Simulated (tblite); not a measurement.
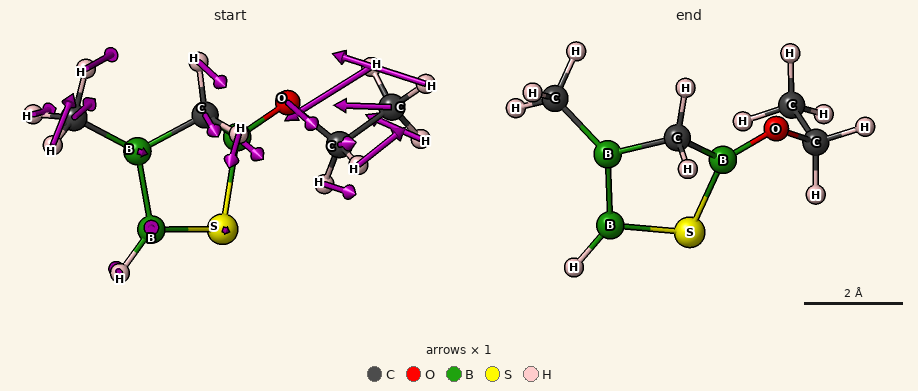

The structure of C₄H₁₁B₃OS before (left) and after (right) a relaxation, at one scale. The purple arrows give the displacements, at their true length.

A ball-and-stick model, seen at a tilt.

Computed with GFN2-xTB geometry optimisation, gas phase in tblite. 

> Describe what moved and what it gained.

The largest moves after the best rigid fit, 2.13 Å, are those of H atoms. Largest moves by element: H 2.13 Å, O 1.48 Å, C 1.22 Å, B 1.14 Å, S 0.18 Å. Near-neighbour distances that change, for instance: B–O 1.444 → 1.319 Å, B–S 1.893 → 1.784 Å, B–S 1.915 → 1.868 Å, C–H 1.133 → 1.088 Å. Among the angles between lasting bonds that change: C–O–B 110.2° → 126.5°, S–B–H 130.1° → 116.0°, B–B–H 125.8° → 137.0°. Groups turn about C–O by about 95°, C–C by about 30°. Over 213 geometry steps the energy falls by 141.7 kJ/mol. The run took 2.9 s on 1 thread of Arm Neoverse N1, with other jobs on the host.
